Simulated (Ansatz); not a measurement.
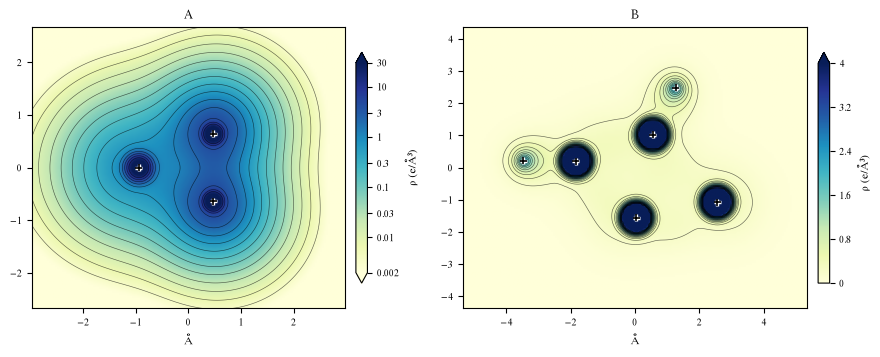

The electron density of 2 systems, each on a plane through atoms (crosses mark nuclei in the plane).

Computed with Ansatz 0.2.0, UKS PBE0-D4/def2-TZVPD.

System 1: BN2 (charge −1, quintet), the molecular plane. Geometry: PBE0-D4/def2-TZVPD; the highest occupied orbital lies above zero, a sign that basis and functional describe the outermost electron poorly.

```xyz
3

B     0.9421    0.0679    0.0123
N    -0.4247   -0.6735   -0.0262
N    -0.5174    0.6056    0.0138
```

System 2: Al4H4 (charge −1, doublet), the plane of atoms Al2, Al4 and Al3. Geometry: PBE-D4/def2-SVPD.

```xyz
8

Al   -0.4055   -1.3019   -0.2857
Al   -2.1305    0.9992   -0.6540
Al    1.8983   -0.7586    0.5912
Al    0.2663    1.1956    0.2271
H     3.4266   -0.9584    1.1348
H    -1.3140    1.6343    0.9035
H    -1.1826   -2.6624   -0.7175
H    -0.5585    1.8522   -1.1994
```

Question: Match each panel to its system.

Answer: Panel A is system 1, BN2: the plane holds B and N. N–N (1.28 Å): the density is about 2.9 e/Å³ at the midpoint. Panel B is system 2, Al4H4: the plane holds Al and H. Al–Al (2.52 Å): the density is about 0.34 e/Å³ at the midpoint.
